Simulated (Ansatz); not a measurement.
# TiO2, response to strain

Consider TiO2 in the rutile structure (space group P4_2/mnm, No. 136).

```yaml
crystal:
  lattice:
    - [4.54810, 0.00000, 0.00000]
    - [0.00000, 4.54810, 0.00000]
    - [0.00000, 0.00000, 2.91711]
  atoms:
    - { symbol: Ti, position: [0.00000, 0.00000, 0.00000] }
    - { symbol: Ti, position: [0.50000, 0.50000, 0.50000] }
    - { symbol: O, position: [0.30396, 0.30396, 0.00000] }
    - { symbol: O, position: [0.80396, 0.19604, 0.50000] }
    - { symbol: O, position: [0.19604, 0.80396, 0.50000] }
    - { symbol: O, position: [0.69604, 0.69604, 0.00000] }
```

Strains are applied to the cell and any free atomic positions relax.

Method: LDA (Ansatz, a program for electronic structure), without spin-orbit coupling.

Notes on the quantities. energy relative to the base: free energy F.

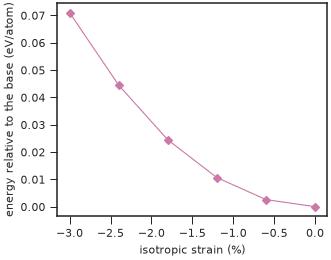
Energy relative to the base against isotropic strain

| isotropic strain (%) | energy relative to the base |
|---|---|
| -3 | +71 meV/atom |
| -2.4 | +44 meV/atom |
| -1.8 | +24 meV/atom |
| -1.2 | +11 meV/atom |
| -0.6 | +2.6 meV/atom |

No phonon test of stability was made. All final runs are without spin polarisation.
